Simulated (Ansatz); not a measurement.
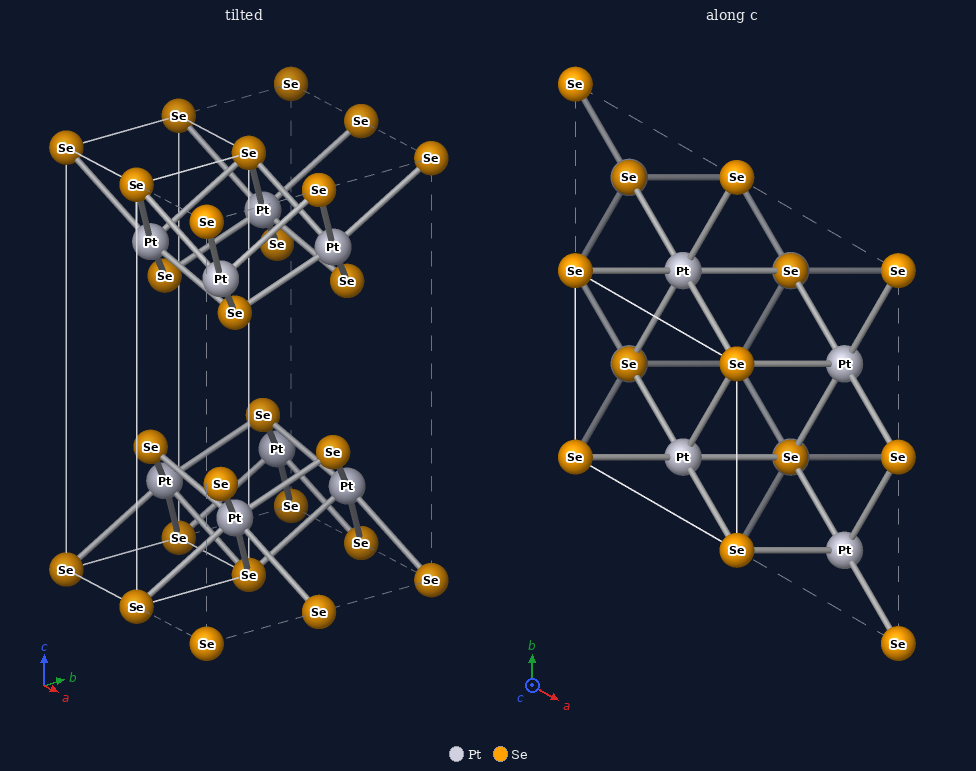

This ball-and-stick model is shown slightly off an axis and along the c axis. One conventional unit cell is drawn solid; the view covers 2×2×1 cells. Cell: a = 3.762 Å, b = 3.762 Å, c = 8.836 Å, α = 90.00°, β = 90.00°, γ = 120.00°.

- The structure is one of Pt2Se3.
- Space group: P-3m1 (No. 164). Lattice: primitive hexagonal.
- The cell comprises 1 formula unit: 2 Pt, 3 Se.
- The Pt atoms are each bonded to six Se in a distorted octahedral arrangement at about 2.5 to 2.7 Å. Se takes two kinds of site: 1a with six Pt in an octahedral arrangement at about 2.7 Å; 2d with three Pt in a trigonal pyramidal arrangement at about 2.5 Å.
- The bonds build Pt2Se3 layers parallel to (001).

The model was built from a textbook structure type filled with these elements (whether it is the usual form wasn't checked). What is shown is the relaxed result from DFT PBE, scalar-relativistic, plane waves, PAW in Ansatz 0.2.0.
